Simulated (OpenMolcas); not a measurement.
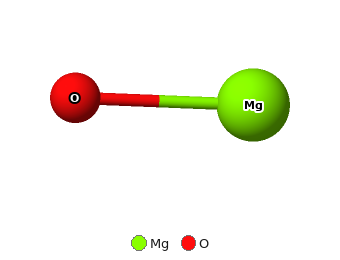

The molecule at the reference distance of 1.885 Å.

# Run report: MgO, relativistic diatomic calculation (part 1 of 2)

MgO. Computed at this level: SA-CASSCF(6,7)/XMS-CASPT2 + RASSI spin-orbit (X2C scalar, AMFI), ANO-RCC-VTZP (OpenMolcas).

Log (extracts):
```
++    Wave function specifications:
      Number of closed shell electrons          14
      Number of electrons in active shells       6
      Number of inactive orbitals                7
      Number of active orbitals                  7
      Number of secondary orbitals              50
      Spin quantum number                      0.0
      State symmetry                             2
++    Orbital specifications:
      Symmetry species                           1   2
                                                 a   b
      Frozen orbitals                            0   0
      Inactive orbitals                          5   2
      Active orbitals                            3   4
      RAS2 orbitals                              3   4
      Secondary orbitals                        26  24
      Number of basis functions                 34  30
      printout of CI-coefficients larger than  0.15 for root  1
      energy=    -274.843559
      conf/sym  111 2222     Coeff  Weight
            53  20u 2d00  -0.93754 0.87899
            54  20u d200  -0.17911 0.03208
            56  20u dud0  -0.19057 0.03632
      printout of CI-coefficients larger than  0.15 for root  2
      energy=    -274.843559
      conf/sym  111 2222     Coeff  Weight
            53  20u 2d00   0.17911 0.03208
            54  20u d200  -0.93754 0.87899
            62  20u du0d  -0.21479 0.04613
      printout of CI-coefficients larger than  0.15 for root  3
      energy=    -274.657205
      conf/sym  111 2222     Coeff  Weight
            54  20u d200  -0.20647 0.04263
            62  20u du0d   0.75618 0.57181
            63  20u ud0d  -0.49658 0.24659
           134  u02 d200  -0.25307 0.06404
      printout of CI-coefficients larger than  0.15 for root  4
      energy=    -274.657205
      conf/sym  111 2222     Coeff  Weight
            53  20u 2d00   0.20647 0.04263
            56  20u dud0  -0.80814 0.65309
            57  20u udd0   0.40658 0.16531
           133  u02 2d00   0.25307 0.06404
      Natural orbitals and occupation numbers for root  1
      sym 1:   1.972535   0.024373   1.001118
      sym 2:   1.973763   0.998139   0.026554   0.003519
      Natural orbitals and occupation numbers for root  2
      sym 1:   1.972535   0.024373   1.001118
      sym 2:   0.998139   1.973763   0.003519   0.026554
      Natural orbitals and occupation numbers for root  3
      sym 1:   1.892939   0.018650   1.062823
      sym 2:   1.000942   1.289526   0.019896   0.715224
      Natural orbitals and occupation numbers for root  4
      sym 1:   1.892939   0.018650   1.062823
      sym 2:   1.289526   1.000942   0.715224   0.019896
      RASSCF energy for state  4                   -274.65720478
::    RASSCF root number  1 Total energy:   -274.84355927
::    RASSCF root number  2 Total energy:   -274.84355927
::    RASSCF root number  3 Total energy:   -274.65720478
::    RASSCF root number  4 Total energy:   -274.65720478
      Von Neumann Entropy (Root   1) =  1.21501
++    Wave function specifications:
      Number of closed shell electrons           8
      Number of electrons in active shells       6
      Number of inactive orbitals                4
      Number of active orbitals                  7
      Number of secondary orbitals              50
      Spin quantum number                      0.0
      State symmetry                             2
      Number of CSFs                           236
      Number of CASSCF root(s) available         4
      CASPT2 state passed to geometry opt.       4
      A file JOBMIX will be created
      This is a MULTI-STATE CASSCF reference
      Number of CI roots used                    4
      These are:                                 1   2   3   4
      Off-diagonal elements of Heff are computed
  FINAL CASPT2 RESULT:
      Reference energy:        -274.8435592674
      E2 (Non-variational):      -0.3845586906
      Shift correction:          -0.0018201585
      E2 (Variational):          -0.3863788492
      Total energy:            -275.2299381165
      Reference weight:           0.92955
  FINAL CASPT2 RESULT:
      Reference energy:        -274.8435592673
      E2 (Non-variational):      -0.3845586903
      Shift correction:          -0.0018201585
      E2 (Variational):          -0.3863788488
      Total energy:            -275.2299381161
      Reference weight:           0.92955
  FINAL CASPT2 RESULT:
      Reference energy:        -274.6572047767
      E2 (Non-variational):      -0.3558616412
      Shift correction:          -0.0028622927
      E2 (Variational):          -0.3587239339
      Total energy:            -275.0159287105
      Reference weight:           0.92705
  FINAL CASPT2 RESULT:
      Reference energy:        -274.6572047764
      E2 (Non-variational):      -0.3558616415
      Shift correction:          -0.0028622927
      E2 (Variational):          -0.3587239342
      Total energy:            -275.0159287106
      Reference weight:           0.92705
       Total XMS-CASPT2 energies:
::    XMS-CASPT2 Root  1     Total energy:   -275.22653313
::    XMS-CASPT2 Root  2     Total energy:   -275.22653313
::    XMS-CASPT2 Root  3     Total energy:   -275.01933369
::    XMS-CASPT2 Root  4     Total energy:   -275.01933369
++    Wave function specifications:
      Number of closed shell electrons          14
      Number of electrons in active shells       6
      Number of inactive orbitals                7
      Number of active orbitals                  7
      Number of secondary orbitals              50
      Spin quantum number                      0.0
      State symmetry                             1
      printout of CI-coefficients larger than  0.15 for root  1
      energy=    -274.834002
      conf/sym  111 2222     Coeff  Weight
            80  200 2200   0.72629 0.52750
            82  200 u2d0  -0.28509 0.08128
            86  200 2u0d   0.28509 0.08128
           140  u0d 2200   0.48352 0.23379
           180  002 2200  -0.16226 0.02633
      printout of CI-coefficients larger than  0.15 for root  2
      energy=    -274.737672
      conf/sym  111 2222     Coeff  Weight
            82  200 u2d0  -0.44413 0.19725
            86  200 2u0d   0.44413 0.19725
           140  u0d 2200  -0.70071 0.49100
      printout of CI-coefficients larger than  0.15 for root  3
      energy=    -274.720158
      conf/sym  111 2222     Coeff  Weight
            82  200 u2d0  -0.65453 0.42842
            86  200 2u0d  -0.65453 0.42842
      printout of CI-coefficients larger than  0.15 for root  4
      energy=    -274.720158
      conf/sym  111 2222     Coeff  Weight
            81  200 2ud0  -0.65453 0.42842
            87  200 u20d   0.65453 0.42842
      printout of CI-coefficients larger than  0.15 for root  5
      energy=    -274.718782
      conf/sym  111 2222     Coeff  Weight
            81  200 2ud0  -0.67316 0.45315
            87  200 u20d  -0.67316 0.45315
      printout of CI-coefficients larger than  0.15 for root  6
      energy=    -274.666211
      conf/sym  111 2222     Coeff  Weight
            32  202 2000   0.62546 0.39120
            33  202 ud00   0.22172 0.04916
            34  202 0200  -0.62546 0.39120
      printout of CI-coefficients larger than  0.15 for root  7
      energy=    -274.666211
      conf/sym  111 2222     Coeff  Weight
            32  202 2000  -0.15678 0.02458
            33  202 ud00   0.88454 0.78240
            34  202 0200   0.15678 0.02458
            84  200 ud20  -0.18086 0.03271
            95  200 ud02  -0.18086 0.03271
      Natural orbitals and occupation numbers for root  1
      sym 1:   1.755040   0.006865   0.242178
      sym 2:   1.917399   1.917399   0.080559   0.080559
      Natural orbitals and occupation numbers for root  2
      sym 1:   1.594726   0.015253   0.390556
      sym 2:   1.786591   1.786590   0.213142   0.213142
      Natural orbitals and occupation numbers for root  3
      sym 1:   1.897079   0.009976   0.142871
      sym 2:   1.482616   1.482616   0.492421   0.492421
      Natural orbitals and occupation numbers for root  4
      sym 1:   1.897079   0.009976   0.142871
      sym 2:   1.482616   1.482616   0.492421   0.492421
      Natural orbitals and occupation numbers for root  5
      sym 1:   1.898257   0.005381   0.096726
      sym 2:   1.496065   1.496065   0.503753   0.503753
      Natural orbitals and occupation numbers for root  6
      sym 1:   1.949901   0.007684   1.784793
      sym 2:   1.026394   1.026393   0.102418   0.102418
      Natural orbitals and occupation numbers for root  7
      sym 1:   1.949901   0.007684   1.784793
      sym 2:   1.026394   1.026394   0.102418   0.102418
      RASSCF energy for state  7                   -274.66621070
::    RASSCF root number  1 Total energy:   -274.83400246
::    RASSCF root number  2 Total energy:   -274.73767193
::    RASSCF root number  3 Total energy:   -274.72015768
::    RASSCF root number  4 Total energy:   -274.72015768
::    RASSCF root number  5 Total energy:   -274.71878162
::    RASSCF root number  6 Total energy:   -274.66621070
::    RASSCF root number  7 Total energy:   -274.66621070
      Von Neumann Entropy (Root   1) =  1.05230
++    Wave function specifications:
      Number of closed shell electrons           8
      Number of electrons in active shells       6
      Number of inactive orbitals                4
      Number of active orbitals                  7
      Number of secondary orbitals              50
      Spin quantum number                      0.0
      State symmetry                             1
      Number of CSFs                           254
      Number of CASSCF root(s) available         7
      CASPT2 state passed to geometry opt.       7
      A file JOBMIX will be created
      This is a MULTI-STATE CASSCF reference
      Number of CI roots used                    7
      These are:                                 1   2   3   4   5   6   7
      Off-diagonal elements of Heff are computed
  FINAL CASPT2 RESULT:
      Reference energy:        -274.8340024621
      E2 (Non-variational):      -0.3852953218
      Shift correction:          -0.0019942895
      E2 (Variational):          -0.3872896113
      Total energy:            -275.2212920734
      Reference weight:           0.92663
  FINAL CASPT2 RESULT:
      Reference energy:        -274.7376719325
      E2 (Non-variational):      -0.4015596375
      Shift correction:          -0.0038964007
      E2 (Variational):          -0.4054560382
      Total energy:            -275.1431279708
      Reference weight:           0.91503
  FINAL CASPT2 RESULT:
      Reference energy:        -274.7201576765
      E2 (Non-variational):      -0.3786882608
      Shift correction:          -0.0033906426
      E2 (Variational):          -0.3820789034
      Total energy:            -275.1022365799
      Reference weight:           0.92441
  FINAL CASPT2 RESULT:
      Reference energy:        -274.7201576765
      E2 (Non-variational):      -0.3787192768
      Shift correction:          -0.0033990963
      E2 (Variational):          -0.3821183731
      Total energy:            -275.1022760496
      Reference weight:           0.92438
  FINAL CASPT2 RESULT:
      Reference energy:        -274.7187816243
      E2 (Non-variational):      -0.3795438174
      Shift correction:          -0.0031416922
      E2 (Variational):          -0.3826855096
      Total energy:            -275.1014671339
      Reference weight:           0.92495
  FINAL CASPT2 RESULT:
      Reference energy:        -274.6662106974
      E2 (Non-variational):      -0.3649854414
      Shift correction:          -0.0023896764
      E2 (Variational):          -0.3673751178
      Total energy:            -275.0335858152
      Reference weight:           0.92747
  FINAL CASPT2 RESULT:
      Reference energy:        -274.6662106974
      E2 (Non-variational):      -0.3649872244
      Shift correction:          -0.0023904203
      E2 (Variational):          -0.3673776447
      Total energy:            -275.0335883421
      Reference weight:           0.92750
       Total XMS-CASPT2 energies:
::    XMS-CASPT2 Root  1     Total energy:   -275.23074627
::    XMS-CASPT2 Root  2     Total energy:   -275.13367378
::    XMS-CASPT2 Root  3     Total energy:   -275.10264709
::    XMS-CASPT2 Root  4     Total energy:   -275.10251850
::    XMS-CASPT2 Root  5     Total energy:   -275.10146713
::    XMS-CASPT2 Root  6     Total energy:   -275.03328897
::    XMS-CASPT2 Root  7     Total energy:   -275.03323223
++    Wave function specifications:
      Number of closed shell electrons          14
      Number of electrons in active shells       6
      Number of inactive orbitals                7
      Number of active orbitals                  7
      Number of secondary orbitals              50
      Spin quantum number                      1.0
      State symmetry                             1
      printout of CI-coefficients larger than  0.15 for root  1
      energy=    -274.792327
      conf/sym  111 2222     Coeff  Weight
           112  u0u 2200   0.94957 0.90168
      printout of CI-coefficients larger than  0.15 for root  2
      energy=    -274.740863
      conf/sym  111 2222     Coeff  Weight
            13  202 uu00  -0.82529 0.68111
            49  200 2uu0   0.26445 0.06993
            50  200 2u0u  -0.19031 0.03622
           130  200 u2u0   0.19031 0.03622
           131  200 uu20   0.15804 0.02498
           132  200 u20u   0.26445 0.06993
           137  200 uu02   0.15804 0.02498
      printout of CI-coefficients larger than  0.15 for root  3
      energy=    -274.728348
      conf/sym  111 2222     Coeff  Weight
            49  200 2uu0   0.39368 0.15498
            50  200 2u0u   0.54704 0.29925
           112  u0u 2200  -0.23372 0.05462
           130  200 u2u0  -0.54704 0.29925
           132  200 u20u   0.39368 0.15498
      printout of CI-coefficients larger than  0.15 for root  4
      energy=    -274.725251
      conf/sym  111 2222     Coeff  Weight
            49  200 2uu0  -0.61338 0.37623
            50  200 2u0u  -0.31128 0.09689
           130  200 u2u0  -0.31128 0.09689
           132  200 u20u   0.61338 0.37623
      printout of CI-coefficients larger than  0.15 for root  5
      energy=    -274.725251
      conf/sym  111 2222     Coeff  Weight
            49  200 2uu0  -0.31128 0.09689
            50  200 2u0u   0.61338 0.37623
           130  200 u2u0   0.61338 0.37623
           132  200 u20u   0.31128 0.09689
      printout of CI-coefficients larger than  0.15 for root  6
      energy=    -274.713305
      conf/sym  111 2222     Coeff  Weight
            13  202 uu00  -0.44105 0.19452
            49  200 2uu0  -0.48952 0.23963
            50  200 2u0u   0.35229 0.12411
           130  200 u2u0  -0.35229 0.12411
           132  200 u20u  -0.48952 0.23963
      Natural orbitals and occupation numbers for root  1
      sym 1:   1.044612   0.008774   0.947800
      sym 2:   1.958500   1.958500   0.040907   0.040907
      Natural orbitals and occupation numbers for root  2
      sym 1:   1.974343   0.013498   1.437842
      sym 2:   1.102587   1.102587   0.184572   0.184572
      Natural orbitals and occupation numbers for root  3
      sym 1:   1.901424   0.016943   0.081952
      sym 2:   1.521070   1.521070   0.478771   0.478771
      Natural orbitals and occupation numbers for root  4
      sym 1:   1.929207   0.006290   0.064796
      sym 2:   1.495210   1.495210   0.504644   0.504644
      Natural orbitals and occupation numbers for root  5
      sym 1:   1.929207   0.006290   0.064796
      sym 2:   1.495210   1.495210   0.504644   0.504644
      Natural orbitals and occupation numbers for root  6
      sym 1:   1.928725   0.018367   0.458864
      sym 2:   1.395775   1.395775   0.401246   0.401246
      RASSCF energy for state  6                   -274.71330497
::    RASSCF root number  1 Total energy:   -274.79232666
::    RASSCF root number  2 Total energySPIN-FREE ENERGIES:
  (Shifted by EMIN (a.u.) =       -275.2307462744)
 SF State       Relative EMIN(au)   Rel lowest level(eV)    D:o, cm**(-1)      Abs_M
     5             0.0000000000        0.0000000000              0.0000         0.0
     2             0.0042131396        0.1146453685            924.6773         1.0
     1             0.0042131396        0.1146453685            924.6773         1.0
    12             0.0312176375        0.8494751916           6851.4795         0.0
     6             0.0970724987        2.6414772560          21304.9509         0.0
    13             0.1125628260        3.0629905355          24704.6847         0.0
    14             0.1226134620        3.3364822742          26910.5444         0.0
    15             0.1270971739        3.4584902909          27894.6054         2.0
    16             0.1272876738        3.4636740560          27936.4153         2.0
     7             0.1280991892        3.4857565159          28114.5223         2.0
     8             0.1282277786        3.4892556105          28142.7444         2.0
     9             0.1292791465        3.5178647896          28373.4930         0.0
    17             0.1356272062        3.6906042946          29766.7311         0.0
    10             0.1974573021        5.3730869156          43336.8686         2.0
    11             0.1975140409        5.3746308562          43349.3213         2.0
    18             0.1995002394        5.4286780702          43785.2415         1.0
    19             0.1995002433        5.4286781775          43785.2424         1.0
     4             0.2114125822        5.7528294306          46399.6985         1.0
     3             0.2114125822        5.7528294306          46399.6985         1.0
    20             0.2236749841        6.0865063866          49090.9847         0.0
    21             0.2297666809        6.2522698995          50427.9576         2.0
    22             0.2298252696        6.2538641809          50440.8163         2.0
    23             0.2339577679        6.3663151869          51347.7949         0.0
    24             0.3339316616        9.0867434238          73289.5283         0.0
```

(Continued in part 2.) Outcome of the run: converged; components of a degenerate state are split by 42 cm⁻¹.
